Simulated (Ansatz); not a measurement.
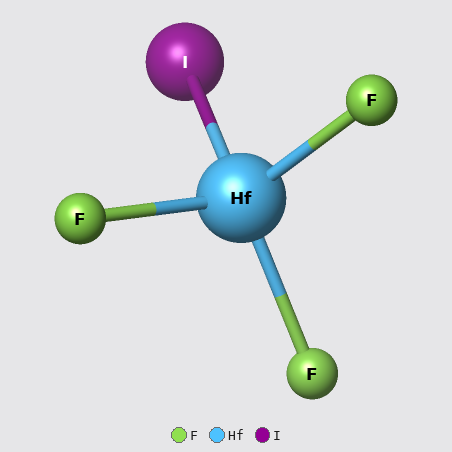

The species is neutral and a spin singlet. The geometry was computed by an optimisation with PBE0-D4/def2-TZVP. Properties computed with RKS HSE06 (plane-wave form)-D4/def2-TZVPP, core potentials on Hf, I (Ansatz 0.2.0).

Estimate the HOMO energy (Kohn–Sham orbital).

Answer. −8.00 eV.

Estimate the HOMO–LUMO gap.

Answer. 6.21 eV.
